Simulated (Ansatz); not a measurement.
# BaCr2H2, from a guessed structure to a relaxed one

This structure for BaCr2H2 is made up. Its elements were placed in a known structure type with a cell scaled to their sizes. What cell does the guess relax to, and how far off was it?

Calculated with Ansatz 0.2.0; DFT, PBE, plane-wave PAW, files of the set soft_1, scalar-relativistic, ferromagnetic start, cell and ions relaxed at zero pressure; PAW set soft_1, in the first sound run; inputs show where later runs differ.

## 1. The structure

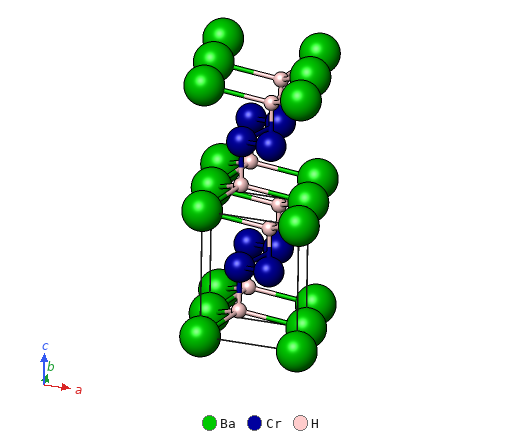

The cell as given, slightly off an axis (barium green, chromium blue, hydrogen pink). 1×2×2 cells are drawn. Bonds to atoms that aren't drawn are left out. Some periodic images of atoms are drawn too.

As a file:

```cif
data_structure
_symmetry_space_group_name_H-M 'P 1'
_symmetry_Int_Tables_number 1
_cell_length_a 4.3710
_cell_length_b 4.3710
_cell_length_c 4.7680
_cell_angle_alpha 90.000
_cell_angle_beta 90.000
_cell_angle_gamma 120.000
_cell_volume 78.89
loop_
_atom_site_label
_atom_site_type_symbol
_atom_site_fract_x
_atom_site_fract_y
_atom_site_fract_z
_atom_site_occupancy
Ba1 Ba 0.00000 0.00000 0.00000 1
Cr2 Cr 0.66667 0.33333 0.53250 1
Cr3 Cr 0.33333 0.66667 0.46750 1
H4 H 0.66667 0.33333 0.87840 1
H5 H 0.33333 0.66667 0.12160 1
```

## 2. Relaxing cell and atoms

The guessed cell has no reason to be at equilibrium. It is relaxed with the atoms, within the space group of the guess.

Input file input.yaml:

```yaml
crystal:
  lattice:
    - [4.371, 0.0, 0.0]
    - [-2.1855, 3.78539704, 0.0]
    - [0.0, 0.0, 4.768]
  atoms:
    - { symbol: Ba, position: [0.0, 0.0, 0.0] }
    - { symbol: Cr, position: [0.666666667, 0.333333333, 0.5325], spin: 3.0 }
    - { symbol: Cr, position: [0.333333333, 0.666666667, 0.4675], spin: 3.0 }
    - { symbol: H, position: [0.666666667, 0.333333333, 0.8784] }
    - { symbol: H, position: [0.333333333, 0.666666667, 0.1216] }
magnetization:
  spin_polarized: true
kpoints:
  mp_grid: { grid: [7, 7, 6] }
scf:
  occupations: { method: fermi_dirac, width: 0.05 }
hamiltonian:
  xc: pbe
  pseudopotentials: { kind: paw, azcp: { folder: soft_1 } }
relax:
  f_tol: 0.015
  max_steps: 70
  cell: {}
output:
  forces: true
  stress: true
```

Run with:

```console
ansatz run input.yaml --threads 4 --pin off --max-ram 8192MiB --backend cpu --events-out ev --progress --plain --runs-dir out
```

Numbers of over 12 decimals in the logs are rounded to 6 here.

Log:

```text
Engine: ansatz 0.2.0, aarch64-unknown-linux-gnu
Pseudopotentials: kind: paw
Pseudopotential: Ba, paw, valence charge 10, recommended cutoff 420 eV (normal), soft_1/Ba.paw.azcp
Pseudopotential: Cr, paw, valence charge 14, recommended cutoff 420 eV (normal), soft_1/Cr.paw.azcp
Pseudopotential: H, paw, valence charge 1, recommended cutoff 420 eV (normal), soft_1/H.paw.azcp
Functional definition: PBE
  parameter kappa = 0.804
  parameter beta = 0.066725
  exchange = pbe_x(kappa = kappa, mu = beta*pi^2/3)
  correlation = pbe_c(beta = beta)
Crystal: 5 atoms, lattice volume = 78.891 Å³
Basis set: ecut = 420 eV, 1557 PW (Γ), exchange–correlation on 60×60×64 points (8 copies of the dense FFT grid, shifted against one another)
Bands: 28, of which v1, the nominal top of the filled ones, is band 20 counted from 1 (19 counted from 0)
Symmetry: 12 space group operations
Space group: P-3m1 (ITA 164), of the structure as read, at distance tolerance 4.3e-5 Å
Magnetic group: BNS 164.85 (UNI 1315), of the structure as read, at distance tolerance 4.3e-5 Å
k-points: 40 of 294
Non-local potential: Ba, projectors of the file, l = 0: 3, l = 1: 2, l = 2: 2, l = 3: 2
Non-local potential: Cr, projectors of the file, l = 0: 3, l = 1: 2, l = 2: 3, l = 3: 1
Non-local potential: H, projectors of the file, l = 0: 2, l = 1: 1
PAW form: soft (Blöchl's): semilocal exchange-correlation on the pseudo side does not see the compensation charge
PAW one-centre angular grid: Ba, 194 points (default); XC on 64 Gauss nodes
PAW one-centre angular grid: Cr, 590 points (default); XC on 64 Gauss nodes
PAW one-centre angular grid: H, 110 points (default); XC on 64 Gauss nodes
Initial density: superposition of atomic densities (chi_scale 0.1, normalization cell, long waves kept (reshape's long-wave potential 0.02 eV rms))
Starting moments: Σ|m| = 6 μB on 2 of 5 sites
Initial wavefunctions: pseudopotential atomic-orbital guess
Functional: x = pbe(κ = 0.804, μ = 0.219515), c = pbe(β = 0.066725)
SCF iter   1: F=—  HF=-12736.356018 eV  |F-HF|=—  |Δ(HF+E_count)|=         —  Δρ=1.34e-1 (↑1.34e-1 ↓6.45e-2)  dr2=4.07e1  dr2_m=1.04e0  M=5.140 μB ∫|m|=5.215 μB  β_m=0.30  ethr=3.10e-3  ⟨swp⟩=9.0  Hψ=12292  notcnv=0
Mixer restart at iter 1: flushing history
preconditioner: auto → Kerker (q_TF=auto, 2.436 Å⁻¹)  [metal: Δε(μ)=0.004 eV  Ē_g=7.901 eV  σ=0.050 eV  W_gap=0.02  n_scr=20 (ndim 8)  ℏωp=19.6 eV  f_vac=0.000  D(μ)=6.50/eV (n_scr^D=70)]
spin=Collinear: Kerker preconditioning applied to the charge; magnetization (m = ρ↑ − ρ↓) channel mixes plain (no charge-response kernel on spin).
SCF iter   2: F=—  HF=-12734.802463 eV  |F-HF|=—  |Δ(HF+E_count)|=    1.55e0  Δρ=4.43e-2 (↑4.43e-2 ↓3.16e-2)  dr2=7.87e0  dr2_m=7.86e-2  M=5.162 μB ∫|m|=5.316 μB  β_m=0.38  ethr=3.10e-3  ⟨swp⟩=4.0  Hψ=6236  notcnv=0  defer=58
SCF iter   3: F=—  HF=-12733.508043 eV  |F-HF|=—  |Δ(HF+E_count)|=    1.29e0  Δρ=1.60e-2 (↑1.60e-2 ↓1.36e-2)  dr2=9.48e-1  dr2_m=1.78e-2  M=5.108 μB ∫|m|=5.298 μB  β_m=0.65  ethr=3.10e-3  ⟨swp⟩=3.6  Hψ=4686  notcnv=0  defer=52
SCF iter   4: F=—  HF=-12733.421207 eV  |F-HF|=—  |Δ(HF+E_count)|=   8.68e-2  Δρ=8.55e-3 (↑4.14e-3 ↓8.55e-3)  dr2=6.17e-2  dr2_m=2.06e-2  M=4.751 μB ∫|m|=4.984 μB  β_m=0.83  ethr=2.37e-3  ⟨swp⟩=3.7  Hψ=4636  notcnv=0  defer=44
SCF iter   5: F=—  HF=-12734.788358 eV  |F-HF|=—  |Δ(HF+E_count)|=         —  Δρ=7.51e-2 (↑7.51e-2 ↓6.95e-2)  dr2=7.50e-2  dr2_m=3.75e0  M=1.607 μB ∫|m|=1.789 μB  β_m=1.00  ethr=1.54e-4  ⟨swp⟩=2.7  Hψ=3772  notcnv=0  defer=44
Mixer restart at iter 5: flushing history
SCF iter   6: F=—  HF=-12734.021990 eV  |F-HF|=—  |Δ(HF+E_count)|=   7.66e-1  Δρ=2.27e-2 (↑1.24e-2 ↓2.27e-2)  dr2=1.26e-1  dr2_m=2.18e-1  M=0.883 μB ∫|m|=0.976 μB  β_m=0.83  ethr=1.25e-4  ⟨swp⟩=3.5  Hψ=5124  notcnv=0  defer=44
SCF iter   7: F=—  HF=-12734.057365 eV  |F-HF|=—  |Δ(HF+E_count)|=   3.54e-2  Δρ=1.54e-2 (↑1.54e-2 ↓7.18e-3)  dr2=5.68e-2  dr2_m=8.45e-2  M=0.563 μB ∫|m|=0.621 μB  β_m=0.91  ethr=1.25e-4  ⟨swp⟩=3.5  Hψ=5717  notcnv=0  defer=43
SCF iter   8: F=—  HF=-12734.057324 eV  |F-HF|=—  |Δ(HF+E_count)|=   4.14e-5  Δρ=1.07e-2 (↑2.59e-3 ↓1.07e-2)  dr2=1.03e-1  dr2_m=1.75e-2  M=0.397 μB ∫|m|=0.435 μB  β_m=0.91  ethr=1.25e-4  ⟨swp⟩=3.1  Hψ=4967  notcnv=0  defer=43
SCF iter   9: F=—  HF=-12734.042091 eV  |F-HF|=—  |Δ(HF+E_count)|=   1.52e-2  Δρ=1.09e-3 (↑1.09e-3 ↓7.86e-4)  dr2=1.58e-3  dr2_m=4.03e-4  M=0.169 μB ∫|m|=0.192 μB  β_m=0.95  ethr=1.25e-4  ⟨swp⟩=3.0  Hψ=4982  notcnv=0  defer=38
SCF iter  10: F=—  HF=-12734.043073 eV  |F-HF|=—  |Δ(HF+E_count)|=   9.82e-4  Δρ=7.86e-4 (↑7.86e-4 ↓6.30e-4)  dr2=1.09e-4  dr2_m=3.56e-4  M=0.129 μB ∫|m|=0.143 μB  β_m=0.98  ethr=3.95e-6  ⟨swp⟩=2.4  Hψ=3590  notcnv=0  defer=38
SCF iter  11: F=—  HF=-12734.043439 eV  |F-HF|=—  |Δ(HF+E_count)|=   3.66e-4  Δρ=4.27e-4 (↑2.48e-4 ↓4.27e-4)  dr2=1.25e-4  dr2_m=5.87e-5  M=0.065 μB ∫|m|=0.073 μB  β_m=0.99  ethr=2.72e-7  ⟨swp⟩=2.4  Hψ=3980  notcnv=0  defer=38
SCF iter  12: F=—  HF=-12734.043565 eV  |F-HF|=—  |Δ(HF+E_count)|=   1.26e-4  Δρ=1.34e-4 (↑1.17e-4 ↓1.34e-4)  dr2=1.31e-5  dr2_m=1.01e-5  M=0.029 μB ∫|m|=0.033 μB  β_m=0.99  ethr=2.72e-7  ⟨swp⟩=2.0  Hψ=3888  notcnv=0  defer=38
SCF iter  13: F=—  HF=-12734.043816 eV  |F-HF|=—  |Δ(HF+E_count)|=   2.51e-4  Δρ=8.26e-5 (↑8.26e-5 ↓5.75e-5)  dr2=1.48e-5  dr2_m=7.40e-7  M=0.007 μB ∫|m|=0.008 μB  β_m=1.00  ethr=3.26e-8  ⟨swp⟩=2.2  Hψ=3966  notcnv=0  defer=38
SCF iter  14: F=—  HF=-12734.043818 eV  |F-HF|=—  |Δ(HF+E_count)|=   2.11e-6  Δρ=2.17e-5 (↑2.07e-5 ↓2.17e-5)  dr2=1.63e-6  dr2_m=1.02e-7  M=0.003 μB ∫|m|=0.003 μB  β_m=1.00  ethr=3.26e-8  ⟨swp⟩=2.5  Hψ=3471  notcnv=0  defer=38
SCF iter  15: F=—  HF=-12734.043818 eV  |F-HF|=—  |Δ(HF+E_count)|=   2.03e-8  Δρ=5.34e-6 (↑5.05e-6 ↓5.34e-6)  dr2=9.02e-8  dr2_m=4.87e-9  M=-0.001 μB ∫|m|=0.001 μB  β_m=1.00  ethr=4.08e-9  ⟨swp⟩=2.0  Hψ=3876  notcnv=0  defer=38
SCF iter  16: F=—  HF=-12734.043818 eV  |F-HF|=—  |Δ(HF+E_count)|=   2.71e-8  Δρ=1.26e-6 (↑1.26e-6 ↓1.03e-6)  dr2=3.11e-9  dr2_m=2.94e-10  M=-0.000 μB ∫|m|=0.000 μB  β_m=1.00  ethr=2.26e-10  ⟨swp⟩=2.0  Hψ=3695  notcnv=0  defer=38
SCF iter  17: F=-12734.043818 eV  HF=-12734.043818 eV  |F-HF|=3.64e-12  |Δ(HF+E_count)|=   1.33e-9  Δρ=2.56e-7 (↑2.56e-7 ↓2.54e-7)  dr2=2.24e-10  dr2_m=8.05e-12  M=-0.000 μB ∫|m|=0.000 μB  ethr=7.78e-12  ⟨swp⟩=1.0  Hψ=6684  notcnv=0
[...]
relax step   9: F+E_penalty+E_count = -12735.04330968 eV  Δ(F+E_penalty+E_count) = -2.854e-2 eV  max|allowed force component| = 2.796e-2 eV/Å  Δτ_max = 0.0000 Å  P = +0.600 GPa  Ω = 75.744 Å³  stress off target by 1.71e0 GPa  SCF on the basis re-selected at this cell (its energy is not comparable with the rows above)  (12 SCF iters)
relax step  10: F+E_penalty+E_count = -12735.04956989 eV  Δ(F+E_penalty+E_count) = -6.260e-3 eV  max|allowed force component| = 2.175e-2 eV/Å  Δτ_max = 0.0072 Å  P = +0.068 GPa  Ω = 76.449 Å³  energy of the carried Pulay correction = -2.914e-4 eV  (9 SCF iters, dr2 threshold 5.00e-7 eV, accepted)
relax step  11: F+E_penalty+E_count = -12735.04982953 eV  Δ(F+E_penalty+E_count) = -2.596e-4 eV  max|allowed force component| = 1.616e-2 eV/Å  Δτ_max = 0.0034 Å  P = -0.131 GPa  Ω = 76.718 Å³  energy of the carried Pulay correction = -3.981e-4 eV  (9 SCF iters, dr2 threshold 4.90e-7 eV, accepted)
relax step  12: F+E_penalty+E_count = -12735.05003837 eV  Δ(F+E_penalty+E_count) = -2.088e-4 eV  max|allowed force component| = 1.026e-2 eV/Å  Δτ_max = 0.0019 Å  P = +0.038 GPa  Ω = 76.492 Å³  energy of the carried Pulay correction = -2.982e-4 eV  (9 SCF iters, dr2 threshold 5.77e-8 eV, accepted)
relax step  13: F+E_penalty+E_count = -12735.05002953 eV  Δ(F+E_penalty+E_count) = +8.845e-6 eV  max|allowed force component| = 9.743e-4 eV/Å  Δτ_max = 0.0003 Å  P = +0.001 GPa  Ω = 76.542 Å³  energy of the carried Pulay correction = -3.215e-4 eV  (9 SCF iters, dr2 threshold 1.01e-8 eV, accepted)
iter 1 solved again at ethr=9.48e-7 eV; its pass at ethr=3.10e-3 eV (dr2=3.79e-4 eV) is discarded
SCF iter   1: F=—  HF=-12735.049328 eV  |F-HF|=—  |Δ(HF+E_count)|=         —  Δρ=2.00e-4 (↑2.00e-4 ↓2.00e-4)  dr2=2.82e-6  dr2_m=3.16e-13  M=0.000 μB ∫|m|=0.000 μB  β_m=0.65  ethr=9.48e-7  ⟨swp⟩=3.1  Hψ=15990  notcnv=0
preconditioner: auto → none  [metal: Δε(μ)=0.035 eV  Ē_g=7.174 eV  σ=0.050 eV  W_gap=0.17  n_scr=8 (ndim 8)  ℏωp=19.9 eV  f_vac=0.000  D(μ)=1.97/eV (n_scr^D=22)]
SCF iter   2: F=—  HF=-12735.050302 eV  |F-HF|=—  |Δ(HF+E_count)|=   9.74e-4  Δρ=7.03e-5 (↑7.03e-5 ↓7.03e-5)  dr2=8.90e-7  dr2_m=1.52e-13  M=0.000 μB ∫|m|=0.000 μB  β_m=0.55  ethr=7.04e-9  ⟨swp⟩=2.0  Hψ=3156  notcnv=0
SCF iter   3: F=—  HF=-12735.050409 eV  |F-HF|=—  |Δ(HF+E_count)|=   1.07e-4  Δρ=3.37e-5 (↑3.37e-5 ↓3.37e-5)  dr2=4.53e-7  dr2_m=5.03e-14  M=0.000 μB ∫|m|=0.000 μB  β_m=0.48  ethr=2.22e-9  ⟨swp⟩=2.5  Hψ=3673  notcnv=0
SCF iter   4: F=—  HF=-12735.050438 eV  |F-HF|=—  |Δ(HF+E_count)|=   2.88e-5  Δρ=2.51e-6 (↑2.51e-6 ↓2.51e-6)  dr2=3.38e-9  dr2_m=8.91e-15  M=0.000 μB ∫|m|=0.000 μB  β_m=0.50  ethr=1.13e-9  ⟨swp⟩=2.0  Hψ=2892  notcnv=0
SCF iter   5: F=—  HF=-12735.050401 eV  |F-HF|=—  |Δ(HF+E_count)|=   3.68e-5  Δρ=4.80e-7 (↑4.80e-7 ↓4.80e-7)  dr2=6.31e-10  dr2_m=5.77e-15  M=0.000 μB ∫|m|=0.000 μB  β_m=0.48  ethr=8.45e-12  ⟨swp⟩=2.9  Hψ=4134  notcnv=0
SCF iter   6: F=—  HF=-12735.050401 eV  |F-HF|=—  |Δ(HF+E_count)|=   2.51e-9  Δρ=2.99e-7 (↑2.99e-7 ↓2.98e-7)  dr2=3.12e-10  dr2_m=2.46e-15  M=0.000 μB ∫|m|=0.000 μB  β_m=0.74  ethr=1.58e-12  ⟨swp⟩=2.0  Hψ=2854  notcnv=0
SCF iter   7: F=—  HF=-12735.050401 eV  |F-HF|=—  |Δ(HF+E_count)|=   1.68e-9  Δρ=9.46e-8 (↑9.46e-8 ↓9.46e-8)  dr2=4.24e-11  dr2_m=6.05e-17  M=0.000 μB ∫|m|=0.000 μB  β_m=0.70  ethr=1.00e-12  ⟨swp⟩=2.1  Hψ=3228  notcnv=0
SCF iter   8: F=—  HF=-12735.050401 eV  |F-HF|=—  |Δ(HF+E_count)|=  7.28e-11  Δρ=5.94e-8 (↑5.93e-8 ↓5.94e-8)  dr2=1.55e-11  dr2_m=3.04e-17  M=0.000 μB ∫|m|=0.000 μB  β_m=0.85  ethr=1.00e-12  ⟨swp⟩=1.0  Hψ=2240  notcnv=0
SCF iter   9: F=—  HF=-12735.050401 eV  |F-HF|=—  |Δ(HF+E_count)|=  5.46e-11  Δρ=2.71e-8 (↑2.70e-8 ↓2.71e-8)  dr2=4.94e-12  dr2_m=2.77e-18  M=-0.000 μB ∫|m|=0.000 μB  β_m=0.87  ethr=1.00e-12  ⟨swp⟩=1.0  Hψ=2240  notcnv=0
SCF iter  10: F=-12735.050401 eV  HF=-12735.050401 eV  |F-HF|=5.46e-12  |Δ(HF+E_count)|=  9.09e-12  Δρ=7.07e-9 (↑7.07e-9 ↓7.03e-9)  dr2=2.46e-13  dr2_m=6.68e-19  M=-0.000 μB ∫|m|=0.000 μB  ethr=1.00e-12  ⟨swp⟩=2.0  Hψ=5714  notcnv=0
the starting moments were not kept: the SCF closed with an absolute magnetisation of 1.4e-9 μB, where they sum to 6 μB in size (2 sites). That is at most 0.1 of that sum. Measured as dr2_m measures the in/out step, that magnetisation stands 5.0e-19 eV from none, at or under the dr2_threshold of 5.0e-11 eV: it is no larger than a step whose dr2_m would equal this threshold.
SCF 14 converged in 10 iterations: F = -12735.050401 eV  dr2 = 2.46e-13
relax step  14: F+E_penalty+E_count = -12735.05040083 eV  Δ(F+E_penalty+E_count) = -3.713e-4 eV  max|allowed force component| = 1.222e-3 eV/Å  Δτ_max = 0.0000 Å  P = +0.004 GPa  Ω = 76.542 Å³  stress off target by 1.05e-2 GPa  SCF on the basis re-selected at this cell (its energy is not comparable with the rows above)  (10 SCF iters)
basis re-selected at this cell: Δ(F+E_penalty+E_count) = -3.713e-4 eV, ΔP = +0.002 GPa vs the last step (what re-selecting the basis moved, of the pressure what is left beyond the Pulay correction that the steps carried, after the strain that the cell walked since its last selection, with what the two solves' SCF thresholds leave and, on support functions, any second-order correction that the steps lacked; it is no m [...]
SCF converged after 10 iterations
Magnetization: -0.0000 μB (20.0000 up, 20.0000 down)
Absolute magnetization: 0.0000 μB (∫|ρ↑−ρ↓|, with the PAW one-centre terms)
Spin contamination: 0.0000 ħ² per cell (⟨S²⟩ above its minimum at these occupations)
Per-site moments (μB) at R_I (Å): [(3.049671253907907e-11, 1.039579), (-3.330242916609165e-10, 0.674489), (-3.3302436194726943e-10, 0.674489), (3.369962080611551e-11, 0.674489), (3.3699529018408094e-11, 0.674489)]
Free energy (F): -12735.050401 eV
Harris-Foulkes:  -12735.050401 eV  (|F-HF|=5.46e-12)
Internal energy: -12735.034012 eV  (E = F + TS)
E sigma→0 (E₀):  -12735.042206 eV
Entropy (-TS):   -0.016389 eV (-3.278 meV/atom)
Fermi energy:    10.486602 eV
--- Per-component energies (eV) ---
  E_band       = -534.841200
  E_kinetic    = 799.593660
  E_local      = -4653.611761  (includes V_loc(G=0)·N_el)
  E_nonlocal   = 184.694987
  E_hartree    = 2086.893074
  E_xc         = -446.691811
  E_vxc        = -444.720221  (∫ρ·V_xc dr)
  E_paw        = -7640.292412  (= ΣΔE_a)
  E_vpaw       = -594.583555  (= ΣTr[D̂ρ^β])
  E_aug_tail   = -0.000419  (compensation charges beyond the density's cutoff)
  E_ewald      = -3065.619331
  E_smearing   = -0.016389  (= −TS)
  E_closure    = -0.000000  (closes the sum)
  Σ components = -12735.050401   (vs F -12735.050401, Δ=0.00e0)
--- Forces (eV/Å), atoms counted from 1 ---
  atom   1  Ba     0.00000000    -0.00000000     0.00000000
  atom   2  Cr     0.00000000    -0.00000000    -0.00122233
  atom   3  Cr     0.00000000     0.00000000     0.00122233
  atom   4  H     -0.00000000     0.00000000     0.00011804
  atom   5  H      0.00000000     0.00000000    -0.00011804
  max |Σ_I F_I| component: 1.49e-16 eV/Å
--- Stress (GPa, compression-positive) ---
        0.000407      -0.000000       0.000000
        0.000000       0.000407       0.000000
        0.000000       0.000000       0.010538
  P = ⅓ Tr σ = 0.0038 GPa (0.038 kbar)
--- Relaxed structure (12 steps of the walk, 12 accepted, 2 SCFs on fresh bases) ---
  F+E_penalty+E_count = -12735.05040083 eV   max|allowed force component| = 1.222e-3 eV/Å   (the final SCF, on the basis selected at the relaxed cell)
  cell:  # Å, volume = 76.5425 Å³
    - [3.878243, 0.0, 0]
    - [-1.939121, 3.358657, 0]
    - [0, 0, 5.876273]
  atoms:
    - { symbol: Ba, position: [0, 0, 0] }
    - { symbol: Cr, position: [0.666667, 0.333333, 0.524912] }
    - { symbol: Cr, position: [0.333333, 0.666667, 0.475088] }
    - { symbol: H, position: [0.666667, 0.333333, 0.803171] }
    - { symbol: H, position: [0.333333, 0.666667, 0.196829] }
```

The job ended after 44 s (4 threads of Arm Neoverse V2, shared host; peak memory 0.48 GiB).

Relaxation path:

| step | energy less that of the first step (eV) | largest force component (eV/Å) | pressure (GPa) | volume (Å³) |
| --- | --- | --- | --- | --- |
| 1 | 0.0000 | 0.5969 | -4.61 | 78.89 |
| 2 | -0.4991 | 0.3544 | -1.23 | 75.12 |
| 3 | -0.7424 | 0.2022 | 0.20 | 74.67 |
| 4 | -0.8916 | 0.1379 | 0.56 | 75.08 |
| 5 | -0.9656 | 0.0484 | 0.16 | 75.60 |
| 6 | -0.9697 | 0.1119 | 0.04 | 75.78 |
| 7 | -0.9708 | 0.0432 | -0.12 | 75.82 |
| 8 | -0.9710 | 0.0033 | 0.00 | 75.74 |
| 9* | -0.9995 | 0.0280 | 0.60 | 75.74 |
| 10 | -1.0058 | 0.0217 | 0.07 | 76.45 |
| 11 | -1.0060 | 0.0162 | -0.13 | 76.72 |
| 12 | -1.0062 | 0.0103 | 0.04 | 76.49 |
| 13 | -1.0062 | 0.0010 | 0.00 | 76.54 |
| 14* | -1.0066 | 0.0012 | 0.00 | 76.54 |

Relaxation steps marked * repeat the geometry before them on a plane-wave basis chosen anew for their cell, so energy and pressure can jump there.

The run keeps the 12 symmetry operations that it works with, so distortions that break them were not tested.

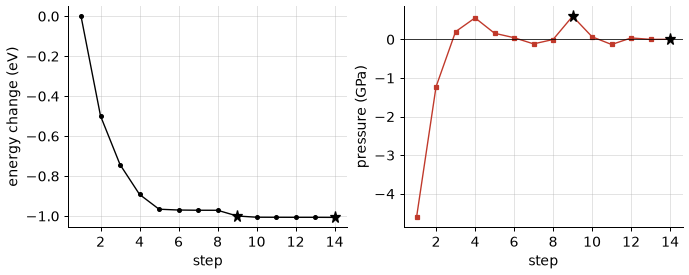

Energy and pressure along the relaxation. Stars mark steps on a basis chosen anew.

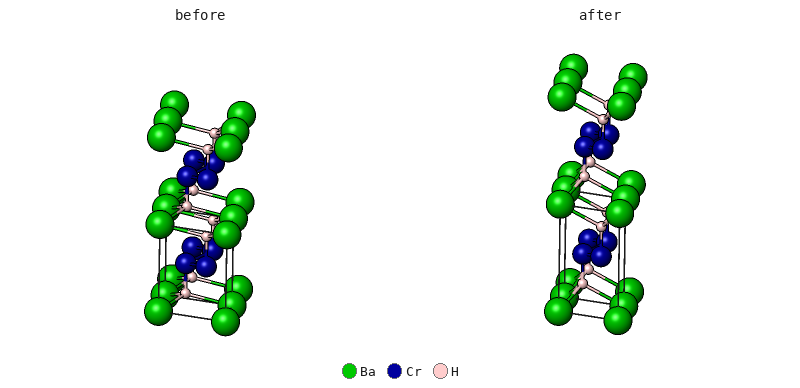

Before and after, at one scale. Bonds to atoms that aren't drawn are left out.

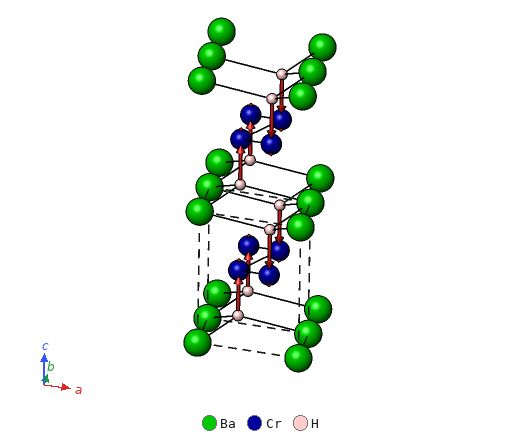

Displacements in the relaxation, exaggerated, measured against the changing cell; the longest in the cell stands for 0.44 Å. Bonds to atoms that aren't drawn are left out. 1×2×2 cells are drawn. Some periodic images of atoms are drawn too.

| cell as run | before | after | change |
| --- | --- | --- | --- |
| a (Å) | 4.371 | 3.878 | -11.3 % |
| b (Å) | 4.371 | 3.878 | -11.3 % |
| c (Å) | 4.768 | 5.876 | +23.2 % |
| volume (Å³/atom) | 15.78 | 15.31 | -3.0 % |

The atoms that moved most (Å, as changes of fractional coordinates times the final cell):

| atom | dx | dy | dz | length |
| --- | --- | --- | --- | --- |
| H5 | 0.000 | 0.000 | 0.442 | 0.442 |
| H4 | 0.000 | 0.000 | -0.442 | 0.442 |
| Cr2 | 0.000 | 0.000 | -0.045 | 0.045 |
| Cr3 | 0.000 | 0.000 | 0.045 | 0.045 |

Numbers from this step:

```yaml
free_energy: -12735.0504 eV
energy_at_zero_smearing: -12735.0422 eV
smearing_term_ts: 0.01639 eV
fermi_energy: 10.49 eV
electrons: 40
symmetry_operations: 12
pressure: 0.003784 GPa
```

The shortest distance of each pair, which need not be the same contact before and after:

| pair | guess (Å) | relaxed (Å) |
| --- | --- | --- |
| Cr–H | 1.649 | 1.635 |
| Cr–Cr | 2.543 | 2.258 |
| Ba–H | 2.589 | 2.520 |
| H–H | 2.777 | 3.219 |
| Ba–Cr | 3.367 | 3.579 |

The relaxation ends with a largest force component of 0.0012 eV/Å and a pressure of 0.00 GPa. No moment survives the cycle: this start ends non-magnetic.

[end of part 1 of 2]

[Logs are printed without paths, hosts, clocks, repeated set-up lines and the standing remarks that a program may print on its own settings, such as how far it seeks lower states.]

[Hosts, paths, dates, database ids (printed as entryN), source tags and the programs' standing remarks are cut or masked in the printed files.]
